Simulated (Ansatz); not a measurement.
## Convergence study of zone-centre phonons against the mesh for TiAl (P4/mmm, 2 atoms in the cell)

```
TiAl
1.0
    2.84415     0.00000     0.00000
    0.00000     2.84415     0.00000
    0.00000     0.00000     4.09035
Ti Al
1 1
Direct
  0.00000   0.00000   0.00000
  0.50000   0.50000   0.50000
```

Level of theory: PBE (plane waves, PAW; Ansatz, an electronic-structure program).

Base settings: basis.ecutwfc = 420 eV; kpoints.mp_grid.grid = 12 12 8; hamiltonian.xc = pbe; hamiltonian.pseudopotentials = {kind: paw} (the program's default PAW files); scf.occupations.method = gaussian; scf.occupations.width = 0.1 eV.

In this ladder: phonons.method = dfpt.

Frequencies are those of the unrelaxed cell, without the LO-TO term of polar crystals.

Only quantities that move along the ladder and can be compared are tabulated.

Core times come from one kind of shared machine, to one figure; runs under 30 s give none.

The starting cell has typed, rounded lattice constants, without a prior relaxation at this level. Its lattice was rescaled by up to half a per cent. Spin polarisation is off.

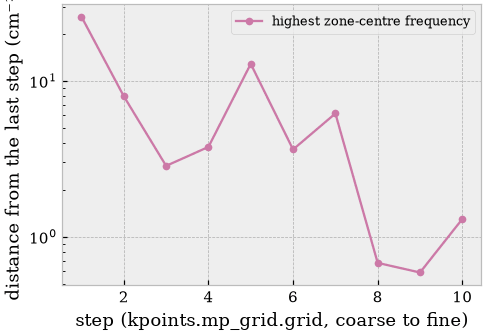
Distance from the last step along the ladder; very small values are drawn at a floor.

| kpoints.mp_grid.grid | highest zone-centre frequency (cm⁻¹) | core time / last (rough) |
|---|---|---|
| 3 3 2 | 261.9 | – |
| 4 4 3 | 295.6 | – |
| 5 5 4 | 284.8 | – |
| 6 6 4 | 291.4 | – |
| 7 7 5 | 300.5 | – |
| 9 9 6 | 284.0 | – |
| 11 11 8 | 293.8 | 0.09 |
| 14 14 10 | 288.3 | 0.2 |
| 17 17 12 | 288.2 | 0.3 |
| 21 21 15 | 289.0 | 0.4 |
| 26 26 18 | 287.7 | 1 |

Coarsest kpoints.mp_grid.grid that holds the highest zone-centre frequency within 5 cm⁻¹ of the last step, with all finer ones: 14 14 10, at about 0.2 of the last step's time; the step before is off by 6.2 cm⁻¹.

Keys are those of Ansatz 0.2.
